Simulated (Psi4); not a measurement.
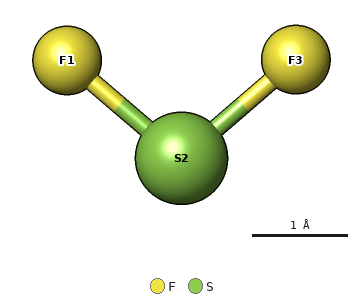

*The input geometry (ball-and-stick view, seen on its broad side; atoms are numbered from 1 in the order of the input).*

**Property calculation of SF₂**

- system: SF₂ (sulfur difluoride)
- method: SCAN/def2-TZVPD, RKS (Psi4 1.11)

The geometry comes from this level: PBE0-D4/def2-TZVP.

### Log
```
Psi4 1.11 release

   => Loading Basis Set <=

    Name: DEF2-TZVPD
    Role: ORBITAL
    Keyword: BASIS

         ---------------------------------------------------------
                                   SCF
                              RKS Reference
                        1 Threads,   1525 MiB Core
         ---------------------------------------------------------

  ==> Geometry <==

    Molecular point group: c1
    Full point group: Cs

    Geometry (in Angstrom), charge = 0, multiplicity = 1:

       Center              X                  Y                   Z               Mass
    ------------   -----------------  -----------------  -----------------  -----------------
         F            0.687493677557     1.098210592864    -0.000000000000    18.998403162730
         S           -0.553444899360     0.103558686858     0.000000000000    31.972071174400
         F            0.243888795058    -1.272487645446     0.000000000000    18.998403162730

  Running in c1 symmetry.

  Rotational constants: A =      0.90318  B =      0.30508  C =      0.22805 [cm^-1]
  Rotational constants: A =  27076.60465  B =   9146.00370  C =   6836.68951 [MHz]
  Nuclear repulsion =  113.601141047721853

  Charge       = 0
  Multiplicity = 1
  Electrons    = 34
  Nalpha       = 17
  Nbeta        = 17

  ==> Algorithm <==

  SCF Algorithm Type is PK.
  DIIS enabled.
  MOM disabled.
  Fractional occupation disabled.
  Guess Type is SAD.
  Energy threshold   = 1.00e-02
  Density threshold  = 1.00e-02
  Integral threshold = 1.00e-12

  ==> Primary Basis <==

  Basis Set: DEF2-TZVPD
    Blend: DEF2-TZVPD
    Number of shells: 44
    Number of basis functions: 126
    Number of Cartesian functions: 144
    Spherical Harmonics?: true
    Max angular momentum: 3

  ==> DFT Potential <==

   => LibXC <=

    Version 7.1.2

   => Composite Functional: SCAN <=

    Deriv               =              1
    GGA                 =           TRUE
    Meta                =           TRUE

    Exchange Hybrid     =          FALSE
    MP2 Hybrid          =          FALSE

   => Exchange Functionals <=

    1.0000   XC_MGGA_X_SCAN

   => Correlation Functionals <=

    1.0000   XC_MGGA_C_SCAN

   => LibXC Density Thresholds  <==

    XC_MGGA_C_SCAN:  1.00E-15
    XC_MGGA_X_SCAN:  1.00E-15

   => Molecular Quadrature <=

    Radial Scheme          =       TREUTLER
    Pruning Scheme         =           NONE
    Nuclear Scheme         =       TREUTLER

    Blocking Scheme        =         OCTREE
    BS radius alpha        =              1
    Pruning alpha          =              1
    Radial Points          =             99
    Spherical Points       =            590
    Total Points           =         172051
    Total Blocks           =           1345
    Max Points             =            256
    Max Functions          =            124
    Weights Tolerance      =       1.00E-15

  ==> Integral Setup <==

  Using in-core PK algorithm.
   Calculation information:
      Number of atoms:                   3
      Number of AO shells:              44
      Number of primitives:             76
      Number of atomic orbitals:       144
      Number of basis functions:       126

      Integral cutoff                 1.00e-12
      Number of threads:                 1

  Performing in-core PK
  Using 64024002 doubles for integral storage.
  We computed 457152 shell quartets total.
  Whereas there are 490545 unique shell quartets.

  ==> DiskJK: Disk-Based J/K Matrices <==

    J tasked:                  Yes
    K tasked:                   No
    wK tasked:                  No
    Memory [MiB]:             1029
    Schwarz Cutoff:          1E-12

  Cached 8.4% of DFT collocation blocks in 0.103 [GiB].

  Minimum eigenvalue in the overlap matrix is 9.6435966177E-04.
  Reciprocal condition number of the overlap matrix is 1.5696909980E-04.
    Using symmetric orthogonalization.

  ==> Pre-Iterations <==

  SCF Guess: Superposition of Atomic Densities via on-the-fly atomic UHF (no occupation information).

   -------------------------
    Irrep   Nso     Nmo
   -------------------------
     A        126     126
   -------------------------
    Total     126     126
   -------------------------

  ==> Iterations <==

                        Total Energy        Delta E     RMS |[F,P]|

   @RKS iter SAD:  -597.74368780199200   -5.97744e+02   0.00000e+00
   @RKS iter   1:  -597.85470886585165   -1.11021e-01   3.87198e-03 ADIIS/DIIS
   @RKS iter   2:  -597.70974574589013    1.44963e-01   6.38962e-03 ADIIS/DIIS
   @RKS iter   3:  -597.90397217873533   -1.94226e-01   1.12577e-03 ADIIS/DIIS
   @RKS iter   4:  -597.91069413950981   -6.72196e-03   1.16273e-04 ADIIS/DIIS
  Energy and wave function converged.

  ==> Post-Iterations <==

   Electrons on quadrature grid:
      Ntotal   =   33.9999996376 ; deviation = -3.624e-07

    Orbital Energies [Eh]
    ---------------------

    Doubly Occupied:

       1A    -88.655304     2A    -24.540231     3A    -24.540228
       4A     -7.976188     5A     -5.925925     6A     -5.921500
       7A     -5.905986     8A     -1.237825     9A     -1.199265
      10A     -0.703676    11A     -0.542005    12A     -0.494481
      13A     -0.473509    14A     -0.425794    15A     -0.416450
      16A     -0.406000    17A     -0.223080

    Virtual:

      18A     -0.098388    19A     -0.061395    20A      0.038557
      21A      0.058522    22A      0.061253    23A      0.068229
      24A      0.120505    25A      0.134123    26A      0.135845
      27A      0.143951    28A      0.149909    29A      0.196831
      30A      0.199860    31A      0.214879    32A      0.226810
      33A      0.235786    34A      0.264065    35A      0.280708
      36A      0.309555    37A      0.401563    38A      0.408187
      39A      0.442201    40A      0.444777    41A      0.455619
      42A      0.462146    43A      0.487438    44A      0.496741
      45A      0.526890    46A      0.589369    47A      0.633558
      48A      0.654155    49A      0.660026    50A      0.664143
      51A      0.674733    52A      0.696061    53A      0.705310
      54A      0.768847    55A      0.880450    56A      0.890248
      57A      0.908139    58A      0.962909    59A      1.014661
      60A      1.046286    61A      1.067276    62A      1.187782
      63A      1.263247    64A      1.540218    65A      1.541818
      66A      1.543476    67A      1.554050    68A      1.584559
      69A      1.656222    70A      1.711587    71A      1.786032
      72A      1.805766    73A      1.812620    74A      1.894390
      75A      1.948366    76A      1.960632    77A      2.239771
      78A      2.243816    79A      2.252203    80A      2.260301
      81A      2.361977    82A      2.475471    83A      2.576495
      84A      2.588316    85A      2.627479    86A      2.717844
      87A      2.953614    88A      3.117218    89A      3.338656
      90A      3.354475    91A      3.464747    92A      3.467270
      93A      3.844346    94A      3.934214    95A      4.198018
      96A      4.423432    97A      6.928648    98A      6.948165
      99A      6.948502   100A      6.948687   101A      6.948768
     102A      6.963562   103A      6.968462   104A      6.990169
     105A      7.041259   106A      7.066586   107A      7.096902
     108A      7.135334   109A      7.159146   110A      7.167676
     111A      8.495223   112A      8.499044   113A      8.499342
     114A      8.507111   115A      8.616758   116A      8.652008
     117A      8.665172   118A      8.770855   119A      8.870099
     120A      8.872335   121A      9.039623   122A      9.349408
     123A      9.492449   124A     19.365181   125A     56.999123
     126A     57.074711

    Final Occupation by Irrep:
              A
    DOCC [    17 ]
    NA   [    17 ]
    NB   [    17 ]

  @RKS Final Energy:  -597.91069413950981

   => Energetics <=

    Nuclear Repulsion Energy =            113.6011410477218533
    One-Electron Energy =               -1054.1486847409664733
    Two-Electron Energy =                 389.2504867241779039
    DFT Exchange-Correlation Energy =     -46.6136371704430985
    Empirical Dispersion Energy =           0.0000000000000000
    VV10 Nonlocal Energy =                  0.0000000000000000
    Total Energy =                       -597.9106941395098147

Computation Completed

Properties will be evaluated at   0.000000,   0.000000,   0.000000 [a0]

Properties computed using the SCF density matrix

 Multipole Moments:

 ------------------------------------------------------------------------------------
     Multipole            Electronic (a.u.)      Nuclear  (a.u.)        Total (a.u.)
 ------------------------------------------------------------------------------------

 L = 1.  Multiply by 2.5417464519 to convert [e a0] to [Debye]
 Dipole X            :          0.5564428           -0.8932284           -0.3367857
 Dipole Y            :         -0.1041383            0.1671378            0.0629995
 Dipole Z            :          0.0000000            0.0000000            0.0000000
 Magnitude           :                                                    0.3426274

 ------------------------------------------------------------------------------------

	total time  =         20 seconds =       0.33 minutes

Properties will be evaluated at   0.000000,   0.000000,   0.000000 [a0]
OEProp: No title given, name of density matrix used for the following properties is 'SCF density'

 Multipole Moments:

 ------------------------------------------------------------------------------------
     Multipole            Electronic (a.u.)      Nuclear  (a.u.)        Total (a.u.)
 ------------------------------------------------------------------------------------

 L = 1.  Multiply by 2.5417464519 to convert [e a0] to [Debye]
 Dipole X            :          0.5564428           -0.8932284           -0.3367857
 Dipole Y            :         -0.1041383            0.1671378            0.0629995
 Dipole Z            :          0.0000000            0.0000000            0.0000000
 Magnitude           :                                                    0.3426274

 L = 2.  Multiply by 1.3450342976 to convert [e a0^2] to [Debye ang]
 Quadrupole XX       :        -50.5570700           34.6035604          -15.9535096
 Quadrupole XY       :        -11.1648240           11.0166701           -0.1481540
 Quadrupole XZ       :         -0.0000000           -0.0000000           -0.0000000
 Quadrupole YY       :       -108.1339444           91.4164465          -16.7174979
 Quadrupole YZ       :         -0.0000000           -0.0000000           -0.0000000
 Quadrupole ZZ       :        -17.3887944            0.0000000          -17.3887944
 Traceless XX        :          8.1361996           -7.4031086            0.7330910
 Traceless YY        :        -49.4406748           49.4097776           -0.0308973
 Traceless ZZ        :         41.3044752          -42.0066690           -0.7021938

 ------------------------------------------------------------------------------------
  Mulliken Charges: (a.u.)
   Center  Symbol    Alpha    Beta     Spin     Total
       1     F     4.57727  4.57727  0.00000 -0.15454
       2     S     7.84547  7.84547  0.00000  0.30907
       3     F     4.57727  4.57727  0.00000 -0.15453

   Total alpha = 17.00000, Total beta = 17.00000, Total charge =  0.00000

  Lowdin Charges: (a.u.)
   Center  Symbol    Alpha    Beta     Spin     Total
       1     F     4.72136  4.72136  0.00000 -0.44272
       2     S     7.55728  7.55728  0.00000  0.88544
       3     F     4.72136  4.72136  0.00000 -0.44272

  Total alpha = 17.00000, Total beta = 17.00000, Total charge =  0.00000

    Psi4 run time: 0:00:19.58
```

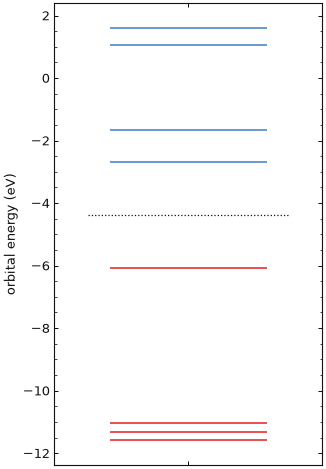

*Orbital energies near the frontier; the dotted line parts filled from empty levels, and levels within 0.02 eV of each other stand side by side.*

Highest filled −6.07 eV, lowest empty −2.68 eV, 3.39 eV apart.

This output came from the following input.

### Input (calc.inp)
```
memory 1.6 GB

molecule {
  0 1
  F      0.440140     1.116450     0.365400
  S     -0.601990     0.126530    -0.315250
  F      0.161840    -1.242970    -0.050150
  symmetry c1
}

set reference rks
set puream true
set scf_type pk
set dft_radial_points 99
set dft_spherical_points 590
set d_convergence 0.01
set e_convergence 0.01

result, w = energy("scan/def2-TZVPD", return_wfn=True)
oeprop(w, "DIPOLE", "QUADRUPOLE", "MULLIKEN_CHARGES", "LOWDIN_CHARGES")
```

Command:
```bash
psi4 -i calc.inp -o calc.out -n 1
```

### Summary

```tsv
quantity	value
outcome	converged
total energy	−597.910694 hartree
basis functions	126
HOMO	−6.07 eV
LUMO	−2.68 eV
dipole moment	0.87 D
hardware	1 thread of Intel Xeon @ 2.50GHz (Skylake/Cascade Lake), 128 GiB of memory available, shared host
wall time	21 s
peak memory	0.81 GiB
```

These settings are looser than, or depart from, a standard set-up, so the numbers are not reference values for this system.
